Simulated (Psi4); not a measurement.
**CH3BO (B(CO)H3): a first try and a second**

Wanted: the energy of CH3BO (B(CO)H3), LCCSD/cc-pVDZ.

Program for the calculation: Psi4 1.11.

2 further runs of the same task are left out: 2 set aside as unsound or not needed.

## Step 1: The molecule

CH3BO: 6 atoms, total charge 0, spin state singlet. As SMILES, `[H]B([H])([H])<-[C-]#[O+]`. The shape is that of a GFN2-xTB optimisation.

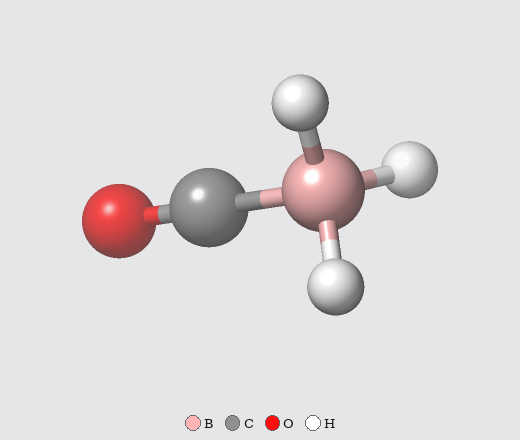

Viewed from a chosen angle; boron pink, carbon grey, oxygen red, hydrogen white.

## Step 2: The input as first written

The input, ch3bo.py:

```python
import psi4

psi4.set_memory(1600000000)
psi4.set_num_threads(1)
psi4.set_output_file('ch3bo.out', False)

geom = psi4.geometry("""
0 1
B     -0.013250     0.005270    -0.516110
C      0.011910     0.007900     0.957520
O      0.044170    -0.008430     2.099160
H      1.125420     0.004210    -0.852220
H     -0.589380     0.982500    -0.862300
H     -0.578870    -0.991440    -0.826050
units bohr
""")

psi4.set_options({
    'basis': 'cc-pVDZ',
    'freeze_core': True,
    'scf_type': 'pk',
    'maxiter': 60,
})

e, wfn = psi4.energy('lccsd', return_wfn=True)
print('E =', round(e, 9))
```

Started as:

```bash
$ python ch3bo.py
```

ch3bo.out:

```text
[...]
  Running in c1 symmetry.
[...]
  Nuclear repulsion =  107.858298622619060
[...]
  Multiplicity = 1
[...]
  Nalpha       = 11
  Nbeta        = 11
[...]
    Number of basis functions: 57
[...]
   @RHF iter   1:  -133.35523243711117    5.96031e+00   1.70968e-02 ADIIS/DIIS
[...]
   @RHF iter  10:  -133.66283573903013   -9.09495e-13   2.47687e-09 DIIS
[...]
    Orbital Energies [Eh]
    ---------------------
    Doubly Occupied:
       1A    -20.730389     2A    -11.577504     3A     -7.644124
       4A     -1.670592     5A     -1.134607     6A     -1.133730
       7A     -0.995457     8A     -0.753411     9A     -0.577845
      10A     -0.577155    11A     -0.536846
[...]
  @RHF Final Energy:  -133.66283573903013
   => Energetics <=
    Nuclear Repulsion Energy =            107.8582986226190599
    One-Electron Energy =                -388.3789470909194961
    Two-Electron Energy =                 146.8578127292703357
    Total Energy =                       -133.6628357390301289
[...]
 Multipole Moments:
 ------------------------------------------------------------------------------------
     Multipole            Electronic (a.u.)      Nuclear  (a.u.)        Total (a.u.)
 ------------------------------------------------------------------------------------
 L = 1.  Multiply by 2.5417464519 to convert [e a0] to [Debye]
 Dipole X            :          0.0455101           -0.0299438            0.0155664
 Dipole Y            :          0.0039018           -0.0053375           -0.0014357
 Dipole Z            :          2.6437953           -1.8585944            0.7852009
 Magnitude           :                                                    0.7853565
[...]
      * SCS-MP2 total energy:                 -133.984391614692
[...]
      * MP2 total energy:                     -133.995910531597
[...]
```

On the terminal:

```text
E = -134.021006769
```

Run time: 5.1 s. Hardware: 1 thread of Intel Xeon Platinum 8259CL at 2.50GHz (Skylake/Cascade Lake), shared host; peak memory 0.28 GiB.

## Step 3: What went wrong

It ran to the end. The result can't be trusted all the same.

The fault: the coordinates are read in the wrong unit, so the molecule is scaled by the ratio of bohr to ångström. As the program read them, the closest atoms are 0.60 Å apart, against 1.14 Å in the sound input.

## Step 4: Second attempt

The input, job.py:

```python
import psi4

psi4.set_memory(1600000000)
psi4.set_num_threads(1)
psi4.core.set_output_file('output.dat', False)

mol = psi4.geometry("""
0 1
B     -0.02503887     0.00995886    -0.97530655
C      0.02250664     0.01492884     1.80945056
O      0.08346920    -0.01593039     3.96683749
H      2.12673558     0.00795575    -1.61046240
H     -1.11376678     1.85665592    -1.62951084
H     -1.09390576    -1.87355007    -1.56100827
units bohr
""")

psi4.set_options({
    'basis': 'cc-pVDZ',
    'freeze_core': True,
    'scf_type': 'pk',
})

e_tot, wfn = psi4.energy('lccsd', molecule=mol, return_wfn=True)
print('E =', round(e_tot, 9))
for k, v in sorted(psi4.core.scalar_variables().items()):
    print(f'{k:45s} {v:18.10f}')
```

Started as:

```bash
$ python job.py
```

output.dat:

```text
[...]
  Running in c1 symmetry.
[...]
  Nuclear repulsion =   57.076153653543251
[...]
  Multiplicity = 1
[...]
  Nalpha       = 11
  Nbeta        = 11
[...]
    Number of basis functions: 57
[...]
   @RHF iter   1:  -139.08441650834368   -8.30846e-01   5.66615e-03 DIIS/ADIIS
[...]
   @RHF iter  11:  -139.14479323166842   -3.35376e-12   8.05997e-09 DIIS
[...]
    Orbital Energies [Eh]
    ---------------------
    Doubly Occupied:
       1A    -20.715146     2A    -11.446531     3A     -7.552453
       4A     -1.558987     5A     -0.914608     6A     -0.796673
       7A     -0.683881     8A     -0.683517     9A     -0.565174
      10A     -0.471904    11A     -0.471611
[...]
  @RHF Final Energy:  -139.14479323166842
   => Energetics <=
    Nuclear Repulsion Energy =             57.0761536535432512
    One-Electron Energy =                -300.7209242681458932
    Two-Electron Energy =                 104.4999773829342189
    Total Energy =                       -139.1447932316684160
[...]
 Multipole Moments:
 ------------------------------------------------------------------------------------
     Multipole            Electronic (a.u.)      Nuclear  (a.u.)        Total (a.u.)
 ------------------------------------------------------------------------------------
 L = 1.  Multiply by 2.5417464519 to convert [e a0] to [Debye]
 Dipole X            :          0.0608331           -0.0565855            0.0042476
 Dipole Y            :          0.0203372           -0.0100865            0.0102507
 Dipole Z            :          4.1377888           -3.5122344            0.6255544
 Magnitude           :                                                    0.6256528
[...]
      * SCS-MP2 total energy:                 -139.548947643088
[...]
      * MP2 total energy:                     -139.555028787656
[...]
```

Standard output:

```text
E = -139.59398968
CEPA(0) CORRELATION ENERGY                         -0.4491964483
CEPA(0) DOUBLES ENERGY                             -0.4491964490
CEPA(0) OPPOSITE-SPIN CORRELATION ENERGY           -0.3572453687
CEPA(0) SAME-SPIN CORRELATION ENERGY               -0.0919510802
CEPA(0) SINGLES ENERGY                              0.0000000000
CEPA(0) TOTAL ENERGY                             -139.5939896800
CURRENT CORRELATION ENERGY                         -0.4491964483
CURRENT ENERGY                                   -139.5939896800
CURRENT REFERENCE ENERGY                         -139.1447932317
DD SOLVATION ENERGY                                 0.0000000000
HF KINETIC ENERGY                                 139.0655778752
HF POTENTIAL ENERGY                              -278.2103711068
HF TOTAL ENERGY                                  -139.1447932317
HF VIRIAL RATIO                                     2.0005696259
LCCSD CORRELATION ENERGY                           -0.4491964483
LCCSD DOUBLES ENERGY                               -0.4491964490
LCCSD OPPOSITE-SPIN CORRELATION ENERGY             -0.3572453687
LCCSD SAME-SPIN CORRELATION ENERGY                 -0.0919510802
LCCSD SINGLES ENERGY                                0.0000000000
LCCSD TOTAL ENERGY                               -139.5939896800
MP2 CORRELATION ENERGY                             -0.4102355560
MP2 DOUBLES ENERGY                                 -0.4102355560
MP2 OPPOSITE-SPIN CORRELATION ENERGY               -0.3085491070
MP2 SAME-SPIN CORRELATION ENERGY                   -0.1016864490
MP2 SINGLES ENERGY                                  0.0000000000
MP2 TOTAL ENERGY                                 -139.5550287877
NUCLEAR REPULSION ENERGY                           57.0761536535
ONE-ELECTRON ENERGY                              -300.7209242681
PCM POLARIZATION ENERGY                             0.0000000000
PE ENERGY                                           0.0000000000
SCF ITERATION ENERGY                             -139.1447932317
SCF ITERATIONS                                     11.0000000000
SCF TOTAL ENERGY                                 -139.1447932317
TWO-ELECTRON ENERGY                               104.4999773829
```

Wall time 7.2 s (1 thread of Intel Xeon Platinum 8259CL at 2.50GHz (Skylake/Cascade Lake), shared host); peak memory 0.27 GiB.

## Step 5: Summary of results

Level: LCCSD/cc-pVDZ.

| quantity | value |
| --- | --- |
| total energy | -139.59399 Eh |
| HOMO energy (Hartree–Fock orbitals) | -12.83 eV |
| LUMO energy (Hartree–Fock orbitals) | 2.80 eV |
| HOMO–LUMO gap (Hartree–Fock orbitals) | 15.64 eV |
| correlation energy (3 core orbitals frozen) | -449.2 mEh |

In words: The first attempt's energy was +151.649 eV off this one.
